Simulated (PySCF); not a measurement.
**CBr2F2, SMILES `FC(F)(Br)Br`: what the electrons do**

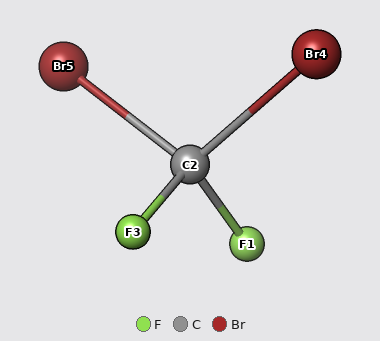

The molecule, with its atoms numbered as below. No frequency check shows the geometry to be a minimum.

Coordinates in Å:

```
F1      -0.0006    1.4448   -1.0712
C2       0.0002    0.6702   -0.0000
F3       0.0006    1.4448    1.0712
Br4     -1.6064   -0.4289    0.0001
Br5      1.6064   -0.4290   -0.0001
```

## 1. Bonding charge

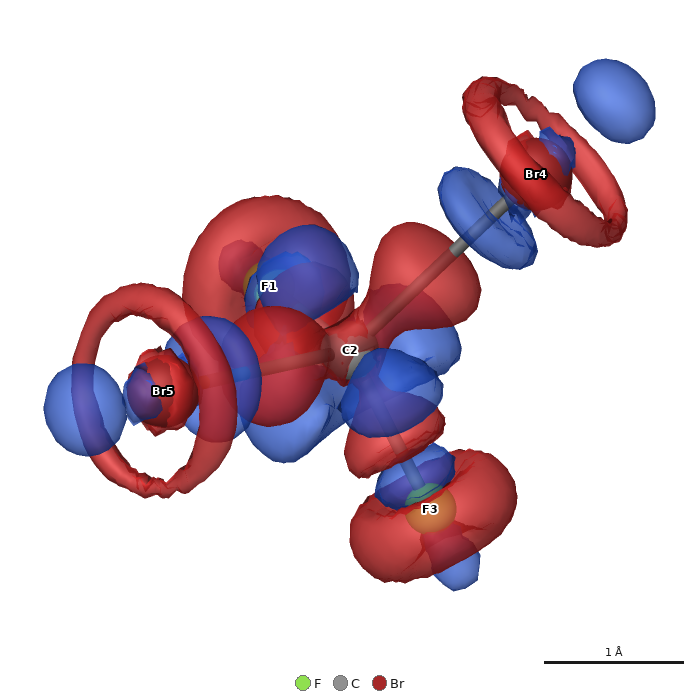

Deformation density (molecule less spherical, spin-averaged free atoms at the same positions), surfaces at ±0.1 e/Å³; red: gain, blue: loss.

PySCF calculation, ωB97X/def2-TZVP, gas phase; geometry: GFN2-xTB.

**Describe the bonding that the map shows.**

C2–Br5 and C2–Br4: +0.25 e/Å³ at the bond critical point (bond length 1.95 Å, Mayer order 1.1). F1–C2 and C2–F3: +0.20 e/Å³ at the bond critical point (bond length 1.32 Å, Mayer order 1.1). In all, 1.2 electrons gather in the regions of gain relative to the promolecule.

**Where do the Hirshfeld charges lie?**

The highest Hirshfeld charge is on C2 (+0.17 e), the lowest on F1 and F3 (−0.07 e).

## 2. Electrostatic potential

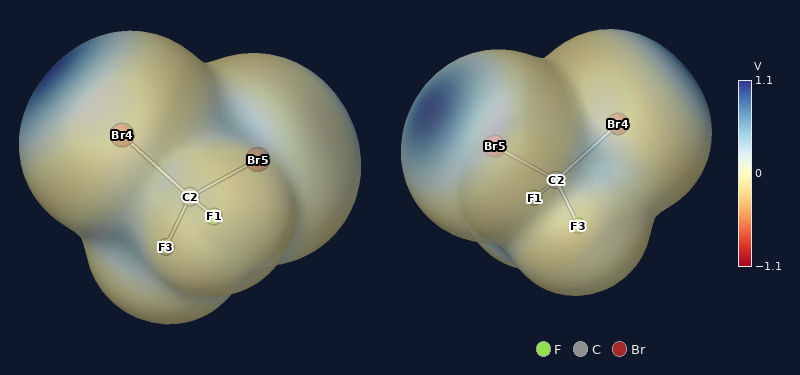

Electrostatic potential on the surface of electron density 0.001 a.u. (back view left, front view right).

**Where are the extremes of the potential on the surface?**

Highest: 1.01 V, 2.0 Å from Br5, and at like points elsewhere. Further maxima include 0.52 V, off the C2–F3 bond (1.9 to 2.0 Å from its atoms), and at like points elsewhere; 0.46 V, off the C2–F3 bond (2.0 to 2.1 Å from its atoms). Lowest: −0.12 V, 2.2 Å from Br4. The surface is sampled at points, so like sites can differ by a few per cent and only the strongest of them is named.

**Does Br5 carry a σ-hole?**

Yes: a local maximum of +1.01 V lies on the extension of the C2–Br5 bond.

## 3. In an electric field

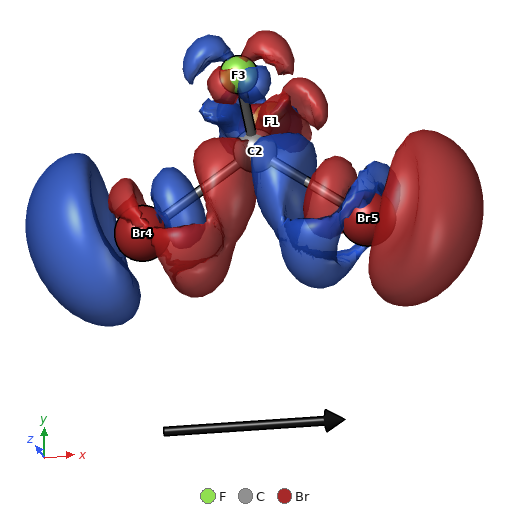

Change of the electron density in a uniform field of 0.21 V/Å along +x (arrow), surfaces at ±0.002 e/Å³ (blue: gain, red: loss).

Computed with PySCF, ωB97X/def2-TZVP, geometry: GFN2-xTB. A basis without diffuse functions makes polarisabilities too small.

**What dipole is induced, and what polarisability does it imply?**

The induced dipole is 0.70 D (along the field); α along this axis, from the fields in both directions, is 69 bohr³ (10.2 Å³).

**Which atoms gain and lose the most charge?**

Electrons gather most on Br4 (Hirshfeld charge changes by −0.025 e) and leave Br5 most (+0.025 e); 0.056 electrons are displaced in all.

## 4. Removing or adding an electron

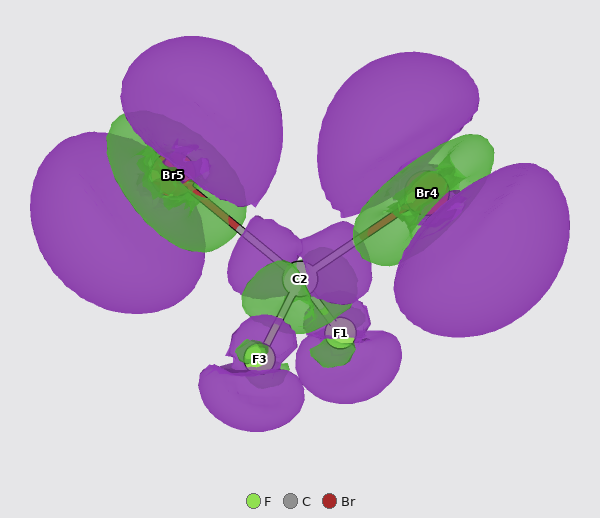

Fukui function f⁻ = ρ(N) − ρ(N−1) at fixed geometry, surfaces at ±0.015 e/Å³ (purple positive, green negative).

Method: ωB97X/def2-TZVP; geometry: GFN2-xTB; program: PySCF.

**On which atoms does the density change most on removal of an electron?**

f⁻ (Hirshfeld-condensed) is largest on Br4 and Br5 (0.43 each); the vertical ionisation energy is 11.07 eV (the stability of the cation's solution wasn't checked). Condensed values hint at sites of electrophilic attack but needn't mark the atom that reacts. Orbital relaxation makes it negative in places (0.14 e in all).
